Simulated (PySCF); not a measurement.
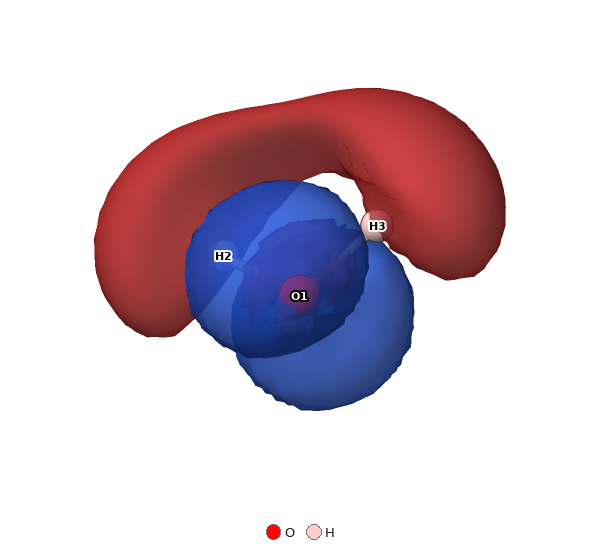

Figure 1: H₂O, SMILES `O`. Unrelaxed difference density of S₁ less the ground state (TDA singlet states), ±0.03 e/Å³; red: gain, blue: loss.

Method: CAM-B3LYP/6-311+G**; geometry: GFN2-xTB; program: PySCF. No frequency check shows the geometry to be a minimum.

Coordinates in Å:

```
O1       0.0000    0.1138    0.0000
H2       0.7722   -0.4552    0.0000
H3      -0.7722   -0.4552    0.0000
```

Question: How does the charge move on excitation?

Answer: 0.80 e is displaced in all, of which about 0.6 e passes between atoms: O1 (0.56 e) loses electrons and H2 and H3 (0.28 e each) gain them. The state: 7.91 eV (157 nm), f = 0.048, partly diffuse acceptor orbital; the leading pair carries 100 %; hole on O1 (87 %) and H2 and H3 (7 % each), electron on H2 and H3 (35 % each) and O1 (30 %) (atom shares of so diffuse an orbital are rough); their centroids lie 0.7 Å apart.
